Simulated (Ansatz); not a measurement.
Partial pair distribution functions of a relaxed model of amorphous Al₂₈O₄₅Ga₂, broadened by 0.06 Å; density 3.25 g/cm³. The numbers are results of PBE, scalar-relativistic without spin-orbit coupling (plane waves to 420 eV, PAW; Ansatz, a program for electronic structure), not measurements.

The cell was made by melting and quenching with the CHGNet potential and then relaxed with DFT. O atoms were pushed apart under 1.9 Å during the dynamics, to hinder bonds among them. The hot cell started wider than the set density and was brought back towards it in steps. It is the lowest in DFT energy of 2 quenches. It is a model cell: composition and starting density were chosen by hand, and all elements were melted together. No dispersion term was used. Its density started from a set value of 3.25 and ended at 3.25 g/cm³. The quench (nominally 280 K/ps over its main leg) was far faster than any real one, so the model tends to hold more defects than a real film. A cell of this size samples the disorder only roughly. The volume was held where the preparation left it, at a PBE pressure of 1.0 GPa. Stress components on the final sampling reach 3.2 GPa.

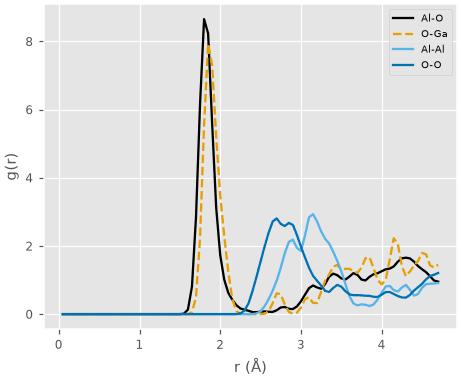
Partial pair distribution functions

Highest peaks under 4.5 Å: Al-O near 1.80 Å, O-Ga near 1.85 Å, Al-Al near 3.15 Å, O-O near 2.70 Å; pairs of few atoms are noisy.

Within 2.36 Å each Al has 4.71 O neighbours on average.
